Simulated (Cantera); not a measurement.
Input: 1 mol SiO₂, 2 mol SiCl₄, 97 mol HCl, equilibrated at 0.650 bar.

These are equilibrium values from Cantera (NASA tables, ideal gas, pure condensed phases), not measurements of a reactor. Candidate condensed phases: H₂O, Si, SiO₂; 30 gas species. The tables' values for SiCl₃ are old estimates; treat these amounts as uncertain. The tables hold silica as quartz up to 1696 K and as liquid above; real silica turns to tridymite and cristobalite and melts near 1996 K. Kinetics and transport are ignored.

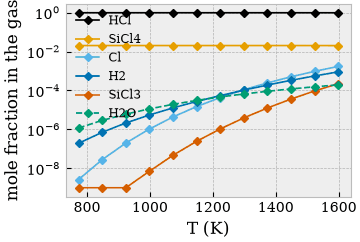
*Equilibrium gas composition (values under 1e-9 drawn at 1e-9)*

At 773 K the condensed part is SiO₂(α-quartz). From 848 K to 1598 K the condensed part is SiO₂(β-quartz). The main Si-bearing gas is SiCl₄ throughout.
